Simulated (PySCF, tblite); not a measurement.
# C3H12OSi2: dynamics, then NMR shifts on frames, part 1 of 2

Aim: move C3H12OSi2 (`C[Si](C)(C)O[SiH3]`) away from its starting geometry and see how NMR shifts follow the geometry.

The runs use tblite 0.8.0 and PySCF 2.14.0, with density-fitted response routines of our own; the level of theory stands in each step. All values are computed, except where a source is named. Atoms are numbered from 0 throughout.

### Step 1. The molecule as given

18 atoms, charge 0, multiplicity 1; geometry from: GFN2-xTB.

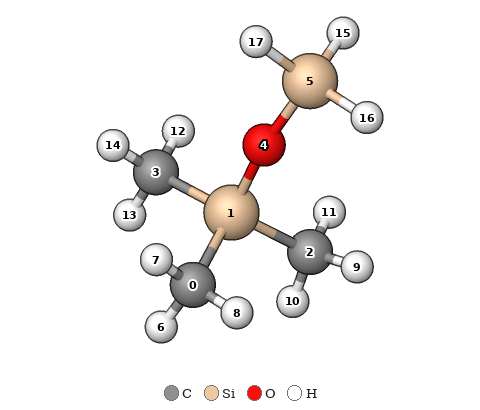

As it starts; carbon grey, silicon light orange, oxygen red, hydrogen white, atoms numbered; sticks join atoms by distance.

### Step 2. A short Langevin run with GFN2-xTB

What the job is given:

```
{"job": {"kind": "md", "xc": "GFN2-xTB", "basis": "xTB", "temperature": 300, "steps": 2000, "every": 50, "frames": 5}, "charge": 0, "multiplicity": 1}
C     -0.319614    -1.476966     1.467442
Si    -0.389774    -0.068190     0.189385
C     -1.388235    -0.581386    -1.347827
C     -1.090931     1.530990     0.946363
O      1.147369     0.237889    -0.268517
Si     2.571950     0.486264    -0.985210
H     -1.279579    -1.620275     1.953585
H      0.414241    -1.267357     2.239871
H     -0.043321    -2.418638     1.002229
H     -0.900924    -1.394460    -1.877929
H     -2.386037    -0.913638    -1.079296
H     -1.493686     0.244720    -2.044964
H     -1.130240     2.329512     0.211320
H     -2.098075     1.379811     1.322293
H     -0.478880     1.878825     1.773114
H      2.372246     1.489162    -2.031638
H      3.012882    -0.791112    -1.546749
H      3.471850     0.961167     0.064872
```

Level: GFN2-xTB Langevin dynamics, gas phase.

The run is started by

```console
$ OMP_NUM_THREADS=1 python probes_run.py task.json out
```

One launch serves the whole session: the jobs run in the order shown.

Standard output:

```text
t/fs     T/K      E/eV
    0.0   254.5   -548.56376
   25.0   190.6   -548.21293
   50.0   183.1   -548.09982
   75.0   223.0   -548.13141
  100.0   224.1   -548.06485
  125.0   204.7   -547.94855
  150.0   335.1   -548.10468
  175.0   245.7   -548.03376
  200.0   217.6   -548.02702
  225.0   266.3   -548.12259
  250.0   252.0   -548.19787
  275.0   248.1   -548.07096
  300.0   286.9   -548.00890
  325.0   377.4   -548.16380
  350.0   314.1   -547.95626
  375.0   194.0   -547.84286
  400.0   253.0   -547.90281
  425.0   276.0   -547.93449
  450.0   288.9   -547.96718
  475.0   305.6   -547.96568
  500.0   341.2   -548.02855
  525.0   315.0   -547.90812
  550.0   273.5   -547.94924
  575.0   238.1   -547.87158
  600.0   321.8   -548.02034
  625.0   237.5   -547.74418
  650.0   375.3   -547.90964
  675.0   354.2   -547.87183
  700.0   434.1   -548.08908
  725.0   426.6   -548.06727
  750.0   328.1   -548.09852
  775.0   273.3   -547.89621
  800.0   310.7   -548.00777
  825.0   258.7   -548.05157
  850.0   172.3   -547.98087
  875.0   306.4   -548.06476
  900.0   223.8   -548.02530
  925.0   209.7   -547.91138
  950.0   202.7   -548.00340
  975.0   319.4   -548.16998
 1000.0   288.2   -548.18091
```

Run time: 21 s. Hardware: 1 thread of Intel Xeon Platinum 8375C at 2.90GHz, shared host.

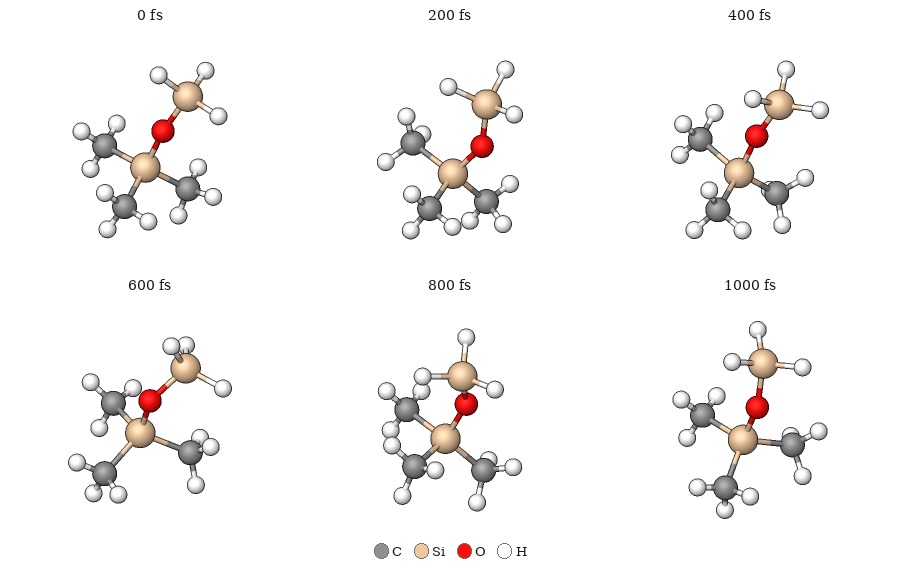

Frames of the run.

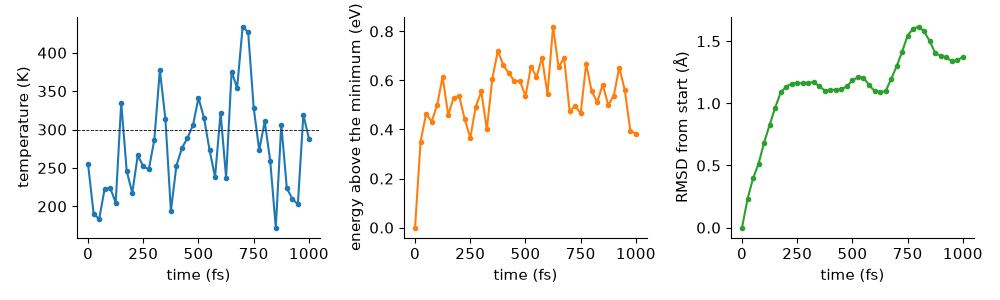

Temperature, potential energy and distance from the start.

Positions (Å) and forces (eV/Å) at 1000 fs:

```xyz
18

C    -0.168   -1.942    1.315   -0.291   -0.661   -1.635
Si    0.243   -0.466    0.221   -0.191    0.592   -1.153
C    -0.387   -0.634   -1.623   -0.988   -0.681   -0.240
C    -0.350    1.175    0.975   -0.433   -1.577    1.349
O     1.841   -0.328   -0.044    0.303    0.089    0.160
Si    3.254    0.431   -0.261   -0.199    0.280    0.129
H     0.338   -2.793    0.824   -0.205    0.154    0.675
H    -1.240   -2.118    1.196    0.156   -0.088    0.282
H     0.076   -1.871    2.344    0.271    0.008    0.635
H     0.399   -0.803   -2.361    0.166    0.537    0.334
H    -1.004   -1.535   -1.782    0.088    0.133    0.504
H    -1.067    0.162   -1.979    0.705   -0.113    0.341
H    -0.421    1.858    0.202    0.074    1.574   -1.185
H    -1.371    1.059    1.379    0.572    0.141    0.088
H     0.342    1.502    1.755   -0.383    0.093   -0.231
H     3.913    0.309    1.027    0.189    0.063    0.202
H     3.110    1.874   -0.619   -0.044   -0.537    0.039
H     3.871   -0.405   -1.265    0.208   -0.009   -0.293
```

### Step 3. NMR shieldings: 250 fs, PBE0/pcSseg-1

What the job is given:

```
{"job": {"kind": "nmr", "xc": "PBE0", "basis": "pcSseg-1", "pop": false}, "charge": 0, "multiplicity": 1}
C     -0.076200    -1.683800     1.566800
Si    -0.348300    -0.328800     0.204400
C     -1.616400    -0.409300    -1.197900
C     -0.750700     1.322000     1.033300
O      1.114000    -0.214400    -0.488800
Si     2.634100     0.202100    -0.674100
H      0.342200    -2.649300     1.171300
H     -0.976500    -1.871400     2.178700
H      0.623700    -1.259500     2.309600
H     -2.491400     0.173200    -0.856300
H     -1.262200    -0.023100    -2.118500
H     -2.019400    -1.389800    -1.468800
H     -1.023000     2.046000     0.269500
H     -1.584400     1.276200     1.725100
H      0.131500     1.585400     1.626400
H      2.691400     1.288100    -1.633000
H      3.316800    -1.049100    -1.044900
H      3.122700     0.852200     0.540600
```

With the program's defaults for keys left out, this is: GIAO PBE0/pcSseg-1 NMR shielding, non-relativistic, gas phase.

Standard output:

```text
coarse grid: 15032 points
cycle   1  E = -775.1262868448  dE =  3.044e-01  |g| = 8.766e-01  |ddm| = 3.654e+00
cycle   2  E = -774.9546957631  dE =  1.716e-01  |g| = 1.288e+00  |ddm| = 1.733e+00
cycle   3  E = -775.2715003996  dE = -3.168e-01  |g| = 1.574e-01  |ddm| = 1.230e+00
cycle   4  E = -775.2764834540  dE = -4.983e-03  |g| = 3.443e-02  |ddm| = 1.424e-01
cycle   5  E = -775.2767691209  dE = -2.857e-04  |g| = 5.082e-03  |ddm| = 2.893e-02
cycle   6  E = -775.2767752347  dE = -6.114e-06  |g| = 1.258e-03  |ddm| = 7.478e-03
final grid: 133152 points
cycle   7  E = -775.3211360411  dE = -1.652e-05  |g| = 1.087e-02  |ddm| = 1.994e-02
cycle   8  E = -775.3211143962  dE =  2.164e-05  |g| = 1.529e-02  |ddm| = 1.825e-02
cycle   9  E = -775.3211601384  dE = -4.574e-05  |g| = 1.497e-03  |ddm| = 1.117e-02
cycle  10  E = -775.3211605961  dE = -4.578e-07  |g| = 1.222e-04  |ddm| = 1.268e-03
cycle  11  E = -775.3211605989  dE = -2.799e-09  |g| = 3.058e-05  |ddm| = 1.279e-04
cycle  12  E = -775.3211605991  dE = -1.739e-10  |g| = 6.352e-06  |ddm| = 3.982e-05
converged SCF energy = -775.3211605991

GIAO shielding tensors (ppm)
atom      isotropic    diamagn.    paramagn.     s11        s22        s33       span
  0 C      179.160     255.074     -75.914    167.119    178.256    192.105     24.986
  1 Si     340.636     881.190    -540.554    313.666    334.415    373.826     60.159
  2 C      184.312     255.159     -70.847    172.303    182.097    198.536     26.233
  3 C      181.041     258.417     -77.376    173.952    175.224    193.947     19.994
  4 O      301.678     400.794     -99.116    239.669    326.448    338.916     99.247
  5 Si     401.674     881.258    -479.584    359.190    366.579    479.252    120.061
  6 H       30.185      29.733       0.452     26.256     27.481     36.818     10.562
  7 H       31.141      30.039       1.103     27.138     28.248     38.038     10.900
  8 H       30.790      31.817      -1.026     27.311     29.267     35.793      8.483
  9 H       31.344      31.351      -0.006     26.473     30.285     37.275     10.803
 10 H       31.786      32.951      -1.165     27.552     29.762     38.045     10.493
 11 H       31.232      30.358       0.874     27.018     28.200     38.477     11.459
 12 H       31.405      33.487      -2.082     27.654     29.501     37.060      9.406
 13 H       31.713      32.178      -0.465     28.189     29.038     37.912      9.724
 14 H       31.295      33.179      -1.885     27.171     29.453     37.260     10.090
 15 H       26.726      30.366      -3.639     23.065     25.070     32.044      8.979
 16 H       26.441      29.220      -2.778     22.597     24.537     32.191      9.594
 17 H       26.603      30.578      -3.975     23.052     25.420     31.339      8.287
```

It took 31 s on 1 thread of Intel Xeon Platinum 8375C at 2.90GHz, shared host; peak memory 0.87 GiB.

Shifts follow as δ = σ(reference) − σ, with reference shieldings (ppm) from runs at the same level and on the same kind of geometry: ¹H TMS 31.72, ¹³C TMS 186.9, ²⁹Si TMS 349.2, ¹⁷O H2O 336.1. The references are single molecules in the gas phase, so shifts against H2O, NH3, PH3, H3PO4 or CFCl3 are not on the usual liquid scales and can be off by tens of ppm. Each atom is listed at this fixed geometry, with no averaging over motion; a spectrum would average atoms that exchange fast.

| atoms | environment | σ (ppm) | δ (ppm) |
| --- | --- | --- | --- |
| C0 | methyl carbon bonded to Si | 179.2 | 7.8 |
| C3 | methyl carbon bonded to Si | 181.0 | 5.9 |
| C2 | methyl carbon bonded to Si | 184.3 | 2.6 |
| H16 | hydrogen on a silicon bonded to O | 26.44 | 5.28 |
| H17 | hydrogen on a silicon bonded to O | 26.60 | 5.11 |
| H15 | hydrogen on a silicon bonded to O | 26.73 | 4.99 |
| H6 | hydrogen on a methyl carbon bonded to Si | 30.18 | 1.53 |
| H8 | hydrogen on a methyl carbon bonded to Si | 30.79 | 0.93 |
| H7 | hydrogen on a methyl carbon bonded to Si | 31.14 | 0.58 |
| H11 | hydrogen on a methyl carbon bonded to Si | 31.23 | 0.49 |
| H14 | hydrogen on a methyl carbon bonded to Si | 31.29 | 0.42 |
| H9 | hydrogen on a methyl carbon bonded to Si | 31.34 | 0.37 |
| H12 | hydrogen on a methyl carbon bonded to Si | 31.41 | 0.31 |
| H13 | hydrogen on a methyl carbon bonded to Si | 31.71 | 0.00 |
| H10 | hydrogen on a methyl carbon bonded to Si | 31.79 | -0.07 |
| Si1 | silicon bonded to 3 C, O | 340.6 | 8.5 |
| Si5 | silicon bonded to O, 3 H | 401.7 | -52.5 |
| O4 | oxygen bonded to 2 Si | 301.7 | 34.4 |

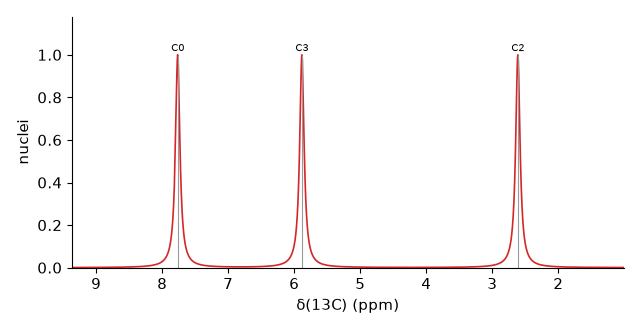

¹³C lines at the computed shifts, without couplings. Lines are broadened to a width of 0.08 ppm (Lorentzian).

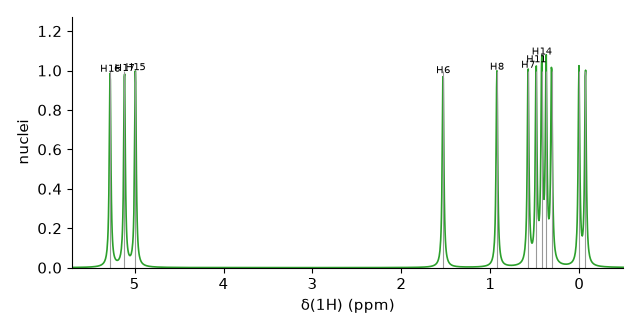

¹H lines at the computed shifts, without couplings. Lines are broadened to a width of 0.02 ppm (Lorentzian).

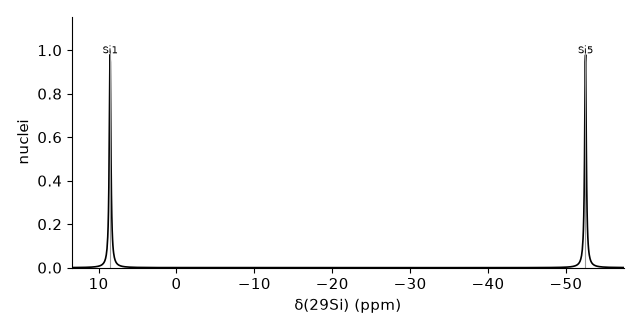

²⁹Si lines at the computed shifts, without couplings. Lines are broadened to a width of 0.24 ppm (Lorentzian).

The fields below are evaluated on a grid from the run's orbitals.

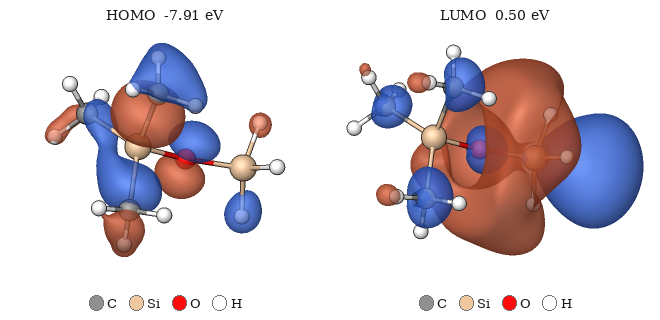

PBE0/pcSseg-1 orbitals near the gap, drawn at the value that encloses 70 % of each; the two colours are the two signs.

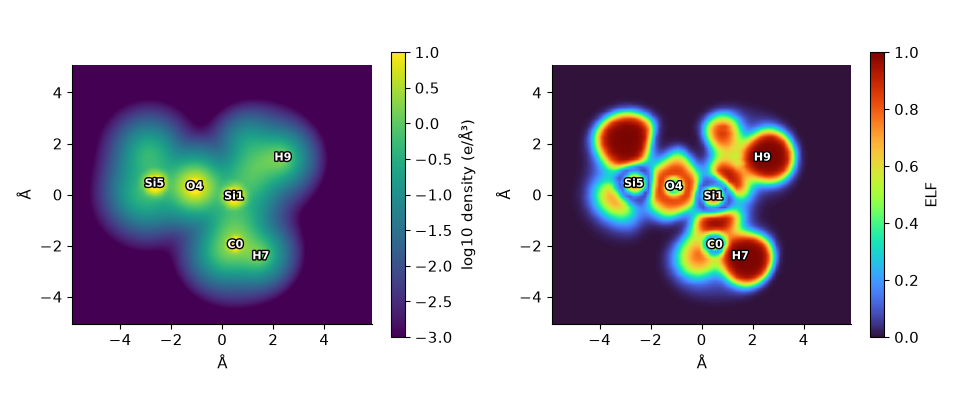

Density (left) and ELF (right) in a plane through or near 6 of the atoms.

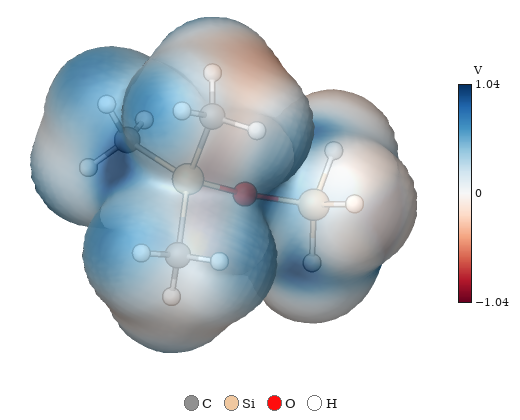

The potential that a unit positive charge feels on the 0.002 e/bohr³ surface, from -0.55 V near O4 to 1.04 V near H16.

### Step 4. Nuclear shieldings: 425 fs, PBE0/pcSseg-1

What the job is given:

```
{"job": {"kind": "nmr", "xc": "PBE0", "basis": "pcSseg-1", "pop": false}, "charge": 0, "multiplicity": 1}
C      0.353900    -1.779900     1.645600
Si     0.099600    -0.471600     0.385100
C     -1.028600    -0.813600    -1.158800
C     -0.321600     1.284000     0.999300
O      1.645600    -0.245800    -0.124000
Si     3.073500     0.099600    -0.822200
H      0.425300    -2.721800     1.145000
H     -0.479700    -1.904200     2.343000
H      1.202000    -1.365400     2.198600
H     -1.883700    -0.107700    -1.303500
H     -0.355200    -0.699500    -1.988000
H     -1.412200    -1.863800    -1.238800
H     -0.224000     1.973400     0.132700
H     -1.273800     1.461200     1.435600
H      0.441700     1.636600     1.720000
H      2.995300     1.397000    -1.505400
H      3.125000    -1.182900    -1.500500
H      4.119600     0.254300     0.271400
```

Method: GIAO PBE0/pcSseg-1 NMR shielding, non-relativistic, gas phase.

Standard output:

```text
coarse grid: 15032 points
cycle   1  E = -775.1061287029  dE =  2.829e-01  |g| = 9.010e-01  |ddm| = 3.643e+00
cycle   2  E = -774.8926924837  dE =  2.134e-01  |g| = 1.379e+00  |ddm| = 1.962e+00
cycle   3  E = -775.2605860590  dE = -3.679e-01  |g| = 1.716e-01  |ddm| = 1.441e+00
cycle   4  E = -775.2664857773  dE = -5.900e-03  |g| = 3.874e-02  |ddm| = 1.554e-01
cycle   5  E = -775.2668461913  dE = -3.604e-04  |g| = 6.008e-03  |ddm| = 3.251e-02
cycle   6  E = -775.2668544100  dE = -8.219e-06  |g| = 1.604e-03  |ddm| = 8.351e-03
final grid: 133152 points
cycle   7  E = -775.3109258129  dE = -1.710e-05  |g| = 1.066e-02  |ddm| = 1.957e-02
cycle   8  E = -775.3109046202  dE =  2.119e-05  |g| = 1.503e-02  |ddm| = 1.833e-02
cycle   9  E = -775.3109494292  dE = -4.481e-05  |g| = 1.583e-03  |ddm| = 1.121e-02
cycle  10  E = -775.3109499340  dE = -5.048e-07  |g| = 1.254e-04  |ddm| = 1.331e-03
cycle  11  E = -775.3109499367  dE = -2.724e-09  |g| = 3.482e-05  |ddm| = 1.252e-04
cycle  12  E = -775.3109499369  dE = -2.062e-10  |g| = 1.366e-05  |ddm| = 4.346e-05
converged SCF energy = -775.3109499369

GIAO shielding tensors (ppm)
atom      isotropic    diamagn.    paramagn.     s11        s22        s33       span
  0 C      184.968     257.878     -72.910    171.776    188.140    194.986     23.211
  1 Si     336.844     882.016    -545.172    312.760    328.877    368.896     56.136
  2 C      180.665     256.860     -76.195    172.404    175.070    194.522     22.118
  3 C      180.621     256.466     -75.845    171.406    177.900    192.557     21.150
  4 O      288.036     402.842    -114.806    198.835    306.262    359.010    160.176
  5 Si     391.480     881.053    -489.572    341.258    372.780    460.403    119.145
  6 H       31.336      31.489      -0.153     27.280     29.233     37.495     10.214
  7 H       31.519      30.975       0.544     27.415     28.300     38.843     11.428
  8 H       30.812      31.008      -0.196     26.223     29.820     36.393     10.170
  9 H       30.477      31.919      -1.441     26.154     28.608     36.670     10.517
 10 H       31.555      33.872      -2.318     27.067     30.563     37.034      9.966
 11 H       30.585      30.571       0.014     26.428     28.139     37.186     10.758
 12 H       30.933      33.565      -2.631     27.595     29.182     36.024      8.429
 13 H       32.249      32.980      -0.731     28.261     28.833     39.653     11.392
 14 H       31.175      32.088      -0.912     27.313     28.928     37.285      9.973
 15 H       26.187      30.289      -4.102     22.599     24.893     31.068      8.469
 16 H       25.719      29.467      -3.748     20.878     24.214     32.067     11.189
 17 H       25.855      28.679      -2.825     22.565     24.512     30.487      7.922
```

It took 22 s on 1 thread of Intel Xeon Platinum 8375C at 2.90GHz, shared host; peak memory 0.87 GiB.

This run: δ C3 6.3, C2 6.3, C0 2.0, Si1 12.3, H16 6.00, H17 5.86 ppm.

### Step 5. Shielding tensors: 625 fs, PBE0/pcSseg-1

What the job is given:

```
{"job": {"kind": "nmr", "xc": "PBE0", "basis": "pcSseg-1", "pop": false}, "charge": 0, "multiplicity": 1}
C     -0.319900    -1.435200     1.937500
Si     0.094500    -0.399600     0.427700
C     -0.391400    -1.172500    -1.207000
C     -0.766100     1.306500     0.659300
O      1.771200    -0.328800     0.407900
Si     2.755300     0.018400    -0.807900
H     -0.280000    -2.519600     1.727900
H     -1.328200    -1.259000     2.412600
H      0.354000    -1.081900     2.735000
H     -1.166300    -1.908300    -0.969100
H     -0.925900    -0.478000    -1.868400
H      0.401200    -1.773000    -1.783500
H     -0.642500     1.903700    -0.297200
H     -1.696200     1.392200     1.172200
H     -0.013900     1.787200     1.363400
H      2.373600     1.393100    -1.233500
H      2.476900    -0.774400    -1.978200
H      4.057000     0.017000    -0.268600
```

With the program's defaults for keys left out, this is: GIAO PBE0/pcSseg-1 NMR shielding, non-relativistic, gas phase.

Standard output:

```text
coarse grid: 15032 points
cycle   1  E = -775.1217195021  dE =  2.541e-01  |g| = 8.562e-01  |ddm| = 3.636e+00
cycle   2  E = -774.9326499313  dE =  1.891e-01  |g| = 1.306e+00  |ddm| = 1.766e+00
cycle   3  E = -775.2607649241  dE = -3.281e-01  |g| = 1.681e-01  |ddm| = 1.273e+00
cycle   4  E = -775.2665815178  dE = -5.817e-03  |g| = 3.602e-02  |ddm| = 1.524e-01
cycle   5  E = -775.2668985036  dE = -3.170e-04  |g| = 5.512e-03  |ddm| = 3.155e-02
cycle   6  E = -775.2669056717  dE = -7.168e-06  |g| = 1.434e-03  |ddm| = 8.057e-03
final grid: 133152 points
cycle   7  E = -775.3107449608  dE = -1.672e-05  |g| = 1.039e-02  |ddm| = 2.069e-02
cycle   8  E = -775.3107207681  dE =  2.419e-05  |g| = 1.535e-02  |ddm| = 1.818e-02
cycle   9  E = -775.3107670534  dE = -4.629e-05  |g| = 1.527e-03  |ddm| = 1.137e-02
cycle  10  E = -775.3107675355  dE = -4.822e-07  |g| = 1.320e-04  |ddm| = 1.286e-03
cycle  11  E = -775.3107675392  dE = -3.657e-09  |g| = 3.440e-05  |ddm| = 1.557e-04
cycle  12  E = -775.3107675395  dE = -2.583e-10  |g| = 6.860e-06  |ddm| = 4.615e-05
converged SCF energy = -775.3107675395

GIAO shielding tensors (ppm)
atom      isotropic    diamagn.    paramagn.     s11        s22        s33       span
  0 C      180.342     255.501     -75.160    164.432    181.690    194.903     30.472
  1 Si     332.779     881.063    -548.284    295.912    326.521    375.903     79.991
  2 C      184.788     257.186     -72.398    175.019    184.938    194.408     19.388
  3 C      181.195     258.024     -76.829    172.098    177.815    193.671     21.573
  4 O      290.704     401.330    -110.625    219.650    308.333    344.131    124.481
  5 Si     397.003     881.254    -484.251    350.460    364.096    476.453    125.993
  6 H       30.752      29.954       0.798     26.372     28.571     37.315     10.942
  7 H       30.644      30.440       0.205     26.552     28.250     37.132     10.581
  8 H       30.785      30.158       0.627     26.623     29.081     36.651     10.028
  9 H       31.429      31.996      -0.567     26.976     29.596     37.715     10.739
 10 H       31.028      32.987      -1.959     26.743     28.789     37.553     10.810
 11 H       29.200      30.698      -1.499     24.364     27.671     35.565     11.201
 12 H       30.055      32.020      -1.966     25.651     28.230     36.284     10.634
 13 H       31.390      32.680      -1.290     27.317     28.724     38.128     10.811
 14 H       30.514      31.339      -0.825     26.925     28.820     35.797      8.873
 15 H       26.694      30.674      -3.980     22.802     25.602     31.677      8.876
 16 H       26.747      31.034      -4.287     22.757     26.411     31.072      8.315
 17 H       27.384      29.903      -2.519     23.530     25.119     33.503      9.973
```

It took 22 s on 1 thread of Intel Xeon Platinum 8375C at 2.90GHz, shared host; peak memory 0.89 GiB.

In short: δ C0 6.6, C3 5.7, C2 2.1, Si1 16.4, H15 5.02, H16 4.97 ppm.

(Continued in part 2 of 2.)
